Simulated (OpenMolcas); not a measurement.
# One shape, several levels: doublet CH4FGeN+

Wanted: a comparison of 5 runs (UHF/3-21G, UB3LYP/6-31G*, UPBE/6-31G*, UPBE0/6-31G*, UTPSS/6-31G*) of doublet CH4FGeN+. 

The results are computed with OpenMolcas 26.06.

1 further run of the same task is left out (set aside as unsound or not needed).

### Step 1. Starting point

CH4FGeN+: 8 atoms, total charge +1, spin state doublet. As SMILES of the parent species, `[H]/N=[C](/F)[GeH3]`. The coordinates come from a PBE0-D4/def2-TZVP relaxation. That shape belongs to the parent species and isn't relaxed for this state.

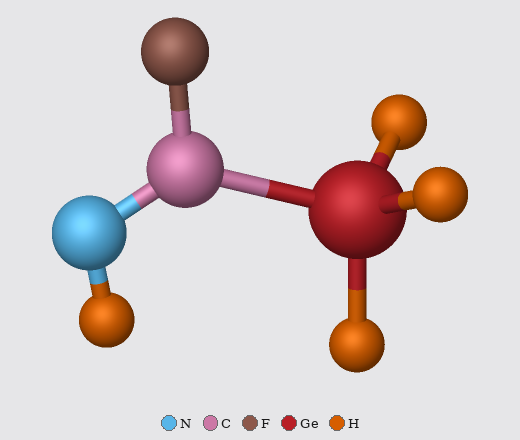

Viewed from a chosen angle; nitrogen blue, carbon pink, fluorine brown, germanium red, hydrogen orange.

### Step 2. The energy at UHF/3-21G (run 1)

job.input

```
&GATEWAY
BasLib=$CurrDir
BasisSet
N.3-21G....
N1 1.895900 0.222300 -0.348500 angstrom
End of Basis
BasisSet
C.3-21G....
C2 0.908100 0.027300 0.385600 angstrom
End of Basis
BasisSet
F.3-21G....
F3 1.137400 -0.127100 1.702400 angstrom
End of Basis
BasisSet
Ge.3-21G....
Ge4 -1.019900 -0.103800 -0.035500 angstrom
End of Basis
BasisSet
H.3-21G....
H5 1.617200 0.325400 -1.319900 angstrom
H6 -1.766200 1.006900 0.710300 angstrom
H7 -1.149700 0.071600 -1.553900 angstrom
H8 -1.530700 -1.479600 0.403700 angstrom
End of Basis
&SEWARD
&SCF
UHF
Charge=1
Spin=2
Thresholds=1e-10 1e-07 1e-07 1e-05
PrOrbitals=1 2
```

The basis set 3-21G is read from a file made from the Basis Set Exchange's data (not shown).

The run is started by

```console
$ export MOLCAS_MEM=1860
$ pymolcas job.input > job.log
```

What it wrote:

```text
--- Start Module: gateway ---
[...]
--- Stop Module: gateway /rc=_RC_ALL_IS_WELL_ ---
--- Start Module: seward ---
[...]
      Basis functions           57
--- Stop Module: seward /rc=_RC_ALL_IS_WELL_ ---
--- Start Module: scf ---
[...]
       Convergence after  32 Iterations
[...]
::    Total SCF energy                              -2257.9786720489
[...]
      Total spin, S                                     0.5388439049
[...]
      Total electronic charge=   57.000000
      Total            charge=    1.000000
[...]
      Dipole Moment (debye):
      Origin of the operator (angstrom)=   -0.1561   -0.0547    0.2252
                   X=  2.8595E+00               Y=  6.9817E-01               Z= -3.1208E+00           Total=  4.2899E+00
      Center of Charge (angstrom)
[...]
--- Stop Module: scf /rc=_RC_ALL_IS_WELL_ ---
[...]
```

It took 2.8 s on 1 thread of Intel Xeon 6975P-C (Granite Rapids), shared host; peak memory 0.39 GiB.

### Step 3. A single-point energy at UB3LYP/6-31G(d) (spherical functions) (run 2)

geom.xyz

```xyz
8

N      1.895900     0.222300    -0.348500
C      0.908100     0.027300     0.385600
F      1.137400    -0.127100     1.702400
Ge    -1.019900    -0.103800    -0.035500
H      1.617200     0.325400    -1.319900
H     -1.766200     1.006900     0.710300
H     -1.149700     0.071600    -1.553900
H     -1.530700    -1.479600     0.403700
```

mol.input

```
* CH4FGeN Kohn-Sham DFT
>>> EXPORT MOLCAS_PRINT=2

&GATEWAY
  BasLib = $CurrDir
  Coord = geom.xyz
  Basis = 6-31Gs
  Group = NoSym

&SEWARD
  GridInput
  Grid=UltraFine
  End of Grid

&SCF
  UHF
  Charge = 1
  Spin = 2
  KSDFT = B3LYP
  Thresholds = 1e-10 1e-07 1e-07 1e-05
  PrOrbitals = 1 1
```

The basis set 6-31G* is read from a file made from the Basis Set Exchange's data (not shown).

The run is started by

```console
$ export MOLCAS_MEM=1860
$ pymolcas mol.input > mol.log
```

What it wrote:

```text
--- Start Module: gateway ---
[...]
--- Stop Module: gateway /rc=_RC_ALL_IS_WELL_ ---
--- Start Module: seward ---
[...]
      Basis functions           82
--- Stop Module: seward /rc=_RC_ALL_IS_WELL_ ---
[...]
--- Start Module: scf ---
[...]
       Convergence after  28 Iterations
[...]
::    Total KS-DFT energy                           -2271.4507874088
[...]
      Total spin, S                                     0.5032840174
[...]
      Total electronic charge=   57.000000
      Total            charge=    1.000000
[...]
      Dipole Moment (debye):
      Origin of the operator (angstrom)=   -0.1561   -0.0547    0.2252
                   X=  1.4368E+00               Y=  4.5925E-01               Z= -2.3740E+00           Total=  2.8127E+00
      Center of Charge (angstrom)
[...]
--- Stop Module: scf /rc=_RC_ALL_IS_WELL_ ---
[...]
```

Wall time 40 s (1 thread of Intel Xeon 6975P-C (Granite Rapids), shared host); peak memory 0.46 GiB.

Runs 3 to 4 aren't shown in full; the table further down has their settings and results.

### Step 4. A single-point energy at UTPSS/6-31G(d) (spherical functions) (run 5)

input.xyz

```xyz
8

N      1.895900     0.222300    -0.348500
C      0.908100     0.027300     0.385600
F      1.137400    -0.127100     1.702400
Ge    -1.019900    -0.103800    -0.035500
H      1.617200     0.325400    -1.319900
H     -1.766200     1.006900     0.710300
H     -1.149700     0.071600    -1.553900
H     -1.530700    -1.479600     0.403700
```

job.inp

```
&GATEWAY
BasLib = $CurrDir
Coord = input.xyz
Basis = 6-31Gs
Group = NoSym
&SEWARD
GridInput
Grid=UltraFine
End of Grid
&SCF
UHF
Charge = 1
Spin = 2
KSDFT = 2
1.0 MGGA_X_TPSS
1.0 MGGA_C_TPSS
Thresholds = 1e-10 1e-07 1e-07 1e-05
PrOrbitals = 1
```

The basis set 6-31G* is read from a file made from the Basis Set Exchange's data (not shown).

The run is started by

```console
$ export MOLCAS_MEM=1860
$ pymolcas job.inp > job.log
```

What it wrote:

```text
--- Start Module: gateway ---
[...]
--- Stop Module: gateway /rc=_RC_ALL_IS_WELL_ ---
--- Start Module: seward ---
[...]
      Basis functions           82
--- Stop Module: seward /rc=_RC_ALL_IS_WELL_ ---
[...]
--- Start Module: scf ---
[...]
       Convergence after  28 Iterations
[...]
::    Total KS-DFT energy                           -2271.4139612515
[...]
      Total spin, S                                     0.5024877585
[...]
      Total electronic charge=   57.000000
      Total            charge=    1.000000
[...]
      Dipole Moment (debye):
      Origin of the operator (angstrom)=   -0.1561   -0.0547    0.2252
                   X=  1.3232E+00               Y=  4.2858E-01               Z= -2.2265E+00           Total=  2.6252E+00
      Center of Charge (angstrom)
[...]
--- Stop Module: scf /rc=_RC_ALL_IS_WELL_ ---
[...]
```

Run time: 58 s. Hardware: 1 thread of Intel Xeon 6975P-C (Granite Rapids), shared host; peak memory 0.46 GiB.

### Step 5. All runs side by side

| run | level | integration grid | energy (Eh) | HOMO energy (eV) | LUMO energy (eV) | ⟨S²⟩ | wall time |
| --- | --- | --- | --- | --- | --- | --- | --- |
| 1 | UHF/3-21G | – | -2257.978672 | -18.24 | -6.97 | 0.829 | 2.8 s |
| 2 | UB3LYP/6-31G* (spherical functions) | UltraFine | -2271.450787 | -15.21 | -12.83 | 0.757 | 40 s |
| 3 | UPBE/6-31G* (spherical functions) | UltraFine | -2270.888795 | -14.21 | -13.45 | 0.753 | 36 s |
| 4 | UPBE0/6-31G* (spherical functions) | UltraFine | -2270.937563 | -15.42 | -12.53 | 0.759 | 31 s |
| 5 | UTPSS/6-31G* (spherical functions) | UltraFine | -2271.413961 | -14.41 | -13.38 | 0.755 | 58 s |

### Step 6. Results

| quantity | value |
| --- | --- |
| run 5: total energy | -2271.41396 Eh |
| run 5: HOMO energy (highest over α and β) | -14.41 eV |
| run 5: LUMO energy (lowest over α and β) | -13.38 eV |
| run 5: ⟨S²⟩ | 0.755 |

In words: Totals of different functionals can't be ranked against each other. All runs together took 2.8 min, the longest 58 s.
